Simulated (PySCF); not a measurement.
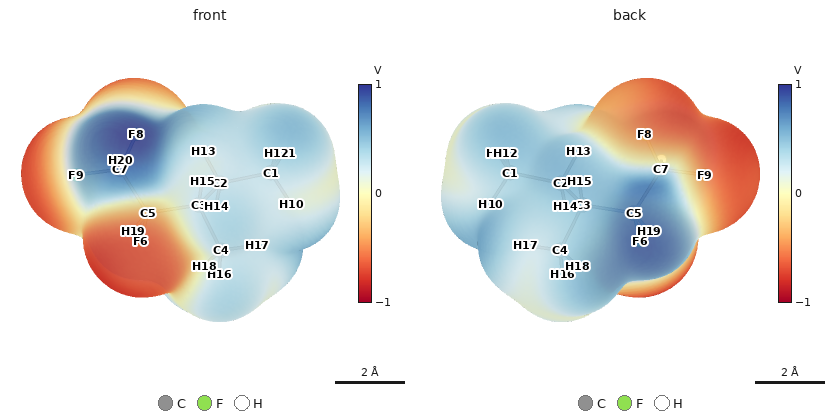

The picture shows: C6H11F3. The electrostatic potential painted on the density surface at 0.001 e/bohr³, seen from the front and from behind; red is negative and blue positive.

Geometry: GFN2-xTB.

Theory: PySCF, PBE0/pcSseg-1, SCF density, gas phase, non-relativistic.

```xyz
20

C    -2.1909    0.2111    0.8670
C    -0.8746    0.6726    0.2520
C     0.0767   -0.4889   -0.0659
C    -0.5263   -1.4680   -1.0716
C     1.4061    0.0355   -0.6271
F     1.1797    0.7787   -1.7661
C     2.1838    0.9386    0.3401
F     2.0402    0.5292    1.6207
F     3.5102    0.8824    0.0793
H    -2.7924   -0.3386    0.1490
H    -2.7655    1.0730    1.1969
H    -2.0044   -0.4260    1.7286
H    -0.3858    1.3448    0.9595
H    -1.0740    1.2319   -0.6642
H     0.3085   -1.0234    0.8611
H    -0.7887   -0.9480   -1.9897
H    -1.4178   -1.9317   -0.6624
H     0.1847   -2.2556   -1.3106
H     2.0553   -0.7971   -0.9280
H     1.8702    1.9901    0.2689
```

### Which sites attract a positive test charge, and which a negative one?

A positive charge is drawn to the negative regions and a negative charge to the positive ones. The most negative region (about −0.8 V, or −18 kcal/mol for a unit charge) lies over F6 and F9, the most positive (about +0.9 V, or +21 kcal/mol for a unit charge) over H20.
